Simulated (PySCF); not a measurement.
# One shape, several levels: quartet OF

Aim: a comparison of 6 runs (U-r2SCAN/aug-cc-pVTZ, UB2PLYP/aug-cc-pVTZ, UB3LYP/aug-cc-pVTZ, UCAM-B3LYP/aug-cc-pVTZ, UM06-L/aug-cc-pVTZ, UCCSD(T)/aug-cc-pVTZ) of quartet OF. Input form: a Python script.

The calculation is run with PySCF 2.14.0.

3 further runs of the same task are left out: 3 set aside as unsound or not needed. Runs told in other sessions of the task aren't counted.

### Step 1. The molecule

OF: 2 atoms, total charge 0, spin state quartet. SMILES of the parent species: `[O]F`. The coordinates come from a GFN2-xTB relaxation. That shape belongs to the parent species and isn't relaxed for this state.

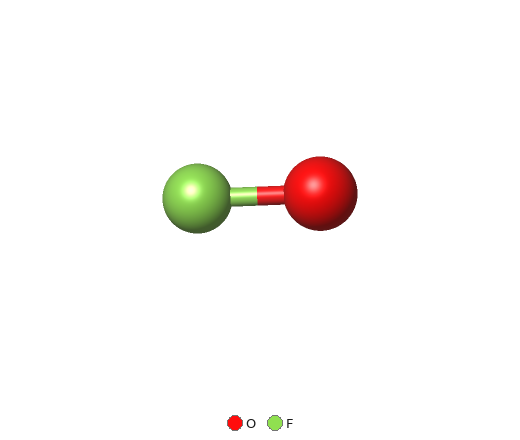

The structure, seen from a chosen angle (oxygen red, fluorine green).

### Step 2. The energy at U-r2SCAN/aug-cc-pVTZ (run 1)

input.xyz reads:

```xyz
2
FO
O      0.000000     0.000000     0.000000
F      0.000000     0.000000     1.298450
```

input.py reads:

```python
from pyscf import gto, dft

mol = gto.M(
    atom='input.xyz',
    spin=3,
    basis='aug-cc-pvtz',
    charge=0,
    max_memory=1860,
    verbose=3,
)

mf = dft.UKS(mol)
mf.xc = 'r2scan'
mf.grids.level = 5
mf.conv_tol = 1e-10
mf.kernel()
if not mf.converged:
    mf = mf.newton().run(mf.mo_coeff, mf.mo_occ)

etot = mf.e_tot
print('E = %.10f Eh' % etot)
```

Started as:

```bash
$ OMP_NUM_THREADS=1 python input.py
```

The log of the run:

```text
WARN: HOMO -0.0328827316324869 >= LUMO -0.302200021291979

WARN: HOMO -0.114236198220913 >= LUMO -0.233007311096415

WARN: HOMO -0.095291916241429 >= LUMO -0.200067765778951

WARN: HOMO -0.0899380926388034 >= LUMO -0.196659263862776

WARN: HOMO -0.10051383183653 >= LUMO -0.2031266399396

WARN: HOMO -0.0983137730806192 >= LUMO -0.199957435783706

WARN: HOMO -0.0986509148912713 >= LUMO -0.200227872112119

WARN: HOMO -0.0985650995800533 >= LUMO -0.200138227524682

WARN: HOMO -0.0985541907582999 >= LUMO -0.200126403478872

WARN: HOMO -0.0985585412606707 >= LUMO -0.200131267377461

WARN: HOMO -0.0985582806138403 >= LUMO -0.200131446180174

converged SCF energy = -174.704076668481  <S^2> = 3.7609834  2S+1 = 4.0054879
E = -174.7040766685 Eh
```

It took 18 s on 1 thread of Intel Xeon Platinum 8488C (Sapphire Rapids), shared host; peak memory 0.48 GiB.

### Step 3. The energy at UB2PLYP/aug-cc-pVTZ (run 2)

input.py reads:

```python
from pyscf import gto, dft, mp

mol = gto.M(
    atom='''
O      0.000000     0.000000     0.000000
F      0.000000     0.000000     1.298450
''',
    basis='aug-cc-pvtz',
    verbose=3,
    spin=3,
    max_memory=1860,
)

mf = dft.UKS(mol, xc='0.53*HF + 0.47*B88, 0.73*LYP')
mf.conv_tol = 1e-10
mf.grids.level = 5
mf.kernel()
if not mf.converged:
    mf = mf.newton().run(mf.mo_coeff, mf.mo_occ)

pt = mp.MP2(mf, frozen=2).run()
etot = mf.e_tot + 0.27 * pt.e_corr
print('PT2 part  %.8f' % (0.27 * pt.e_corr))
print(f'total energy: {etot:.8f} hartree')
```

Started as:

```bash
$ OMP_NUM_THREADS=1 python input.py
```

The log of the run:

```text
WARN: HOMO -0.00944686432017505 >= LUMO -0.321953351172716

converged SCF energy = -174.527960534748  <S^2> = 3.7687664  2S+1 = 4.0093722
E(UMP2) = -175.062449409617  E_corr = -0.534488874869554
E(SCS-UMP2) = -175.024459587923  E_corr = -0.496499053175659
PT2 part  -0.14431200
total energy: -174.67227253 hartree
```

Wall time 10 s (1 thread of Intel Xeon Platinum 8488C (Sapphire Rapids), shared host); peak memory 0.43 GiB.

Runs 3 to 5 aren't shown in full; the table further down has their settings and results.

### Step 4. A single-point energy at UCCSD(T)/aug-cc-pVTZ (run 6)

calc.py reads:

```python
from pyscf import gto, scf, cc

molecule = gto.Mole()
molecule.atom = 'O 0.000000 0.000000 0.000000; F 0.000000 0.000000 1.298450'
molecule.max_memory = 1860
molecule.basis = 'aug-cc-pvtz'
molecule.verbose = 3
molecule.spin = 3
molecule.charge = 0
molecule.build()

mf = scf.UHF(molecule)
mf.conv_tol = 1e-10
mf.kernel()
if not mf.converged:
    mf = mf.newton().run(mf.mo_coeff, mf.mo_occ)

mycc = cc.CCSD(mf, frozen=2)
mycc.kernel()
e_t = mycc.ccsd_t()
etot = mycc.e_tot + e_t
print('E(%s) = %.9f' % ('CCSD(T)', etot))
```

Started as:

```bash
$ OMP_NUM_THREADS=1 python calc.py
```

The log of the run:

```text
WARN: HOMO 0.0337819498403036 >= LUMO -0.331300146498995

converged SCF energy = -174.040950401762  <S^2> = 3.7801899  2S+1 = 4.0150666
E(UCCSD) = -174.4864474111934  E_corr = -0.4454970094317254
UCCSD(T) correction = -0.0169702579821737
E(CCSD(T)) = -174.503417669
```

Wall time 73 s (1 thread of Intel Xeon Platinum 8488C (Sapphire Rapids), shared host); peak memory 3 GiB.

### Step 5. Overview of the runs

| run | level | frozen core orbitals | integration grid | energy (Eh) | dipole moment (D) of the reference | HOMO energy (eV) | ⟨S²⟩ | wall time |
| --- | --- | --- | --- | --- | --- | --- | --- | --- |
| 1 | U-r2SCAN/aug-cc-pVTZ | – | 5 | -174.704077 | 0.25 | -2.68 | 3.761 | 18 s |
| 2 | UB2PLYP/aug-cc-pVTZ | 2 | 5 | -174.672273 | 0.70 | -6.39 | 3.769 | 10 s |
| 3 | UB3LYP/aug-cc-pVTZ | – | 5 | -174.771241 | 0.32 | -3.92 | 3.760 | 13 s |
| 4 | UCAM-B3LYP/aug-cc-pVTZ | – | 5 | -174.725752 | 0.38 | -5.71 | 3.760 | 15 s |
| 5 | UM06-L/aug-cc-pVTZ | – | 5 | -174.740286 | 0.23 | -2.42 | 3.764 | 17 s |
| 6 | UCCSD(T)/aug-cc-pVTZ | 2 | – | -174.503418 | 1.24 | -10.20 | 3.780 | 73 s |

### Step 6. Outcome

```
                                                         quantity          value
                                              run 6: total energy  -174.50342 Eh
                      run 6: dipole moment (Hartree–Fock density)         1.24 D
run 6: HOMO energy (Hartree–Fock orbitals) (highest over α and β)      -10.20 eV
 run 6: LUMO energy (Hartree–Fock orbitals) (lowest over α and β)        1.74 eV
               run 6: correlation energy (2 core orbitals frozen)     -462.5 mEh
                                            run 6: (T) correction     -16.97 mEh
                         run 6: ⟨S²⟩ of the reference determinant          3.780
                                             run 6: T1 diagnostic          0.039
```

**Reading.** Over runs 1, 2, 3, 4, 5 the dipole moment (its size) runs from 0.23 D (UM06-L/aug-cc-pVTZ) to 0.70 D (UB2PLYP/aug-cc-pVTZ). A double hybrid's value is that of its SCF part. Totals of different functionals can't be ranked against each other. All runs together took 2.4 min, the longest 73 s.
